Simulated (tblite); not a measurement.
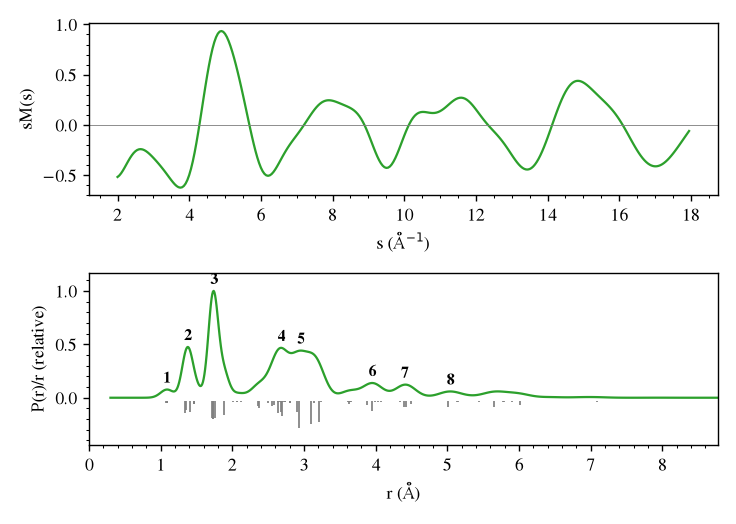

Simulated gas electron diffraction: reduced molecular intensity sM(s) from the Debye equation in the first Born approximation (top) and the radial distribution curve (bottom) of C4H7OPSSi. Each pair of atoms contributes with weight ZᵢZⱼ/r (bars below the curve); damping constant 0.001 Å²; vibrational amplitudes assumed, not computed: 0.05 Å for bonds, 0.078 Å for bonds to H, 0.06 + 0.015 r up to 0.15 Å for other pairs. The geometry is the end point of an optimisation (GFN2-xTB geometry optimisation, gas phase (tblite)); it may be a saddle point or a higher isomer. SMILES: COc1cpc([SiH3])s1.

### Read the positions of the numbered peaks and name the main pairs (– for bonds).

Peak 1, 1.09 Å: C–H 1.08–1.10 Å (×4)
Peak 2, 1.38 Å: O–C 1.35–1.41 Å (×2), C–C 1.36 Å, Si–H 1.46 Å (×3), not resolved
Peak 3, 1.74 Å: P–C 1.71–1.76 Å (×2), S–C 1.73–1.74 Å (×2), Si–C 1.88 Å, not resolved
Peak 4, 2.68 Å: C···C 2.56–2.58 Å (×2), S···C 2.63 Å, P···C 2.67 Å, S···O 2.70 Å, not resolved; in its flanks O···C 2.37 Å
Peak 5, 2.96 Å: S···C 2.91 Å, S···P 2.92 Å, S···Si 3.10 Å, P···Si 3.20 Å, not resolved
Peak 6, 3.95 Å: O···C 3.88 Å, P···O 3.95 Å, S···H 3.99–4.07 Å (×3), not resolved; in its flanks P···H 3.61–3.66 Å, C···C 3.63 Å
Peak 7, 4.41 Å: Si···C 4.40–4.42 Å (×2), C···C 4.49 Å, not resolved
Peak 8, 5.04 Å: C···H 4.77–5.18 Å (×6), P···C 5.00 Å, P···H 5.14–5.15 Å (×2), not resolved
